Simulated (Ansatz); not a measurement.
```xyz
6

B     0.0260   -0.6561   -0.6520
H    -0.0072    0.5363    2.5467
H     1.0606   -0.0706   -0.7128
H    -1.0390   -0.1278   -0.7118
Cl    0.0738   -2.4086   -0.4693
H     0.0148   -0.1969    2.6890
```

Computed with RHF/def2-SVPD (Ansatz).

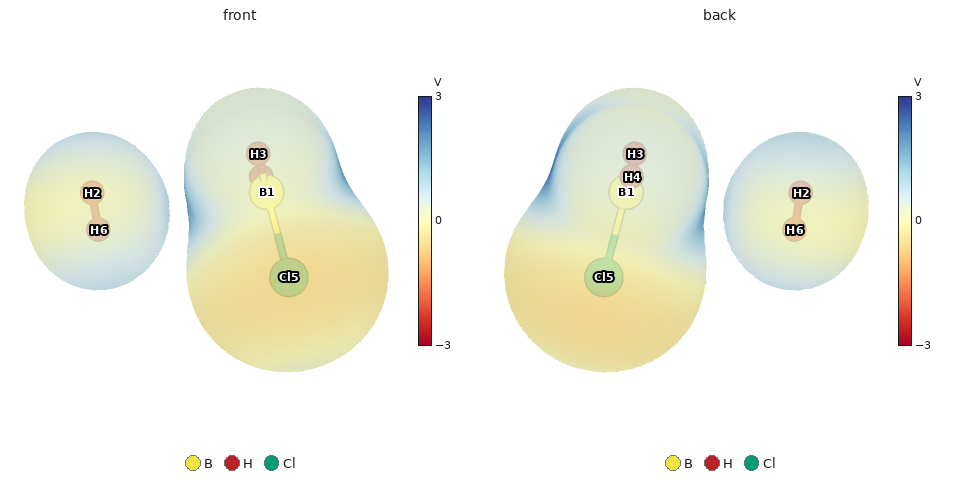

BClH$_{2}$···H$_{2}$. The electrostatic potential painted on the density surface at 0.002 e/bohr³, seen from the front and from behind; red is negative and blue positive.

Question: Where is the surface potential most negative and most positive?

Answer: The most negative region (about −0.6 V) lies over Cl5, the most positive (about +2.2 V) over B1. Cl5 shows a σ-hole: about +0.2 V at the tip opposite its bond, against about −0.4 V on its flanks.
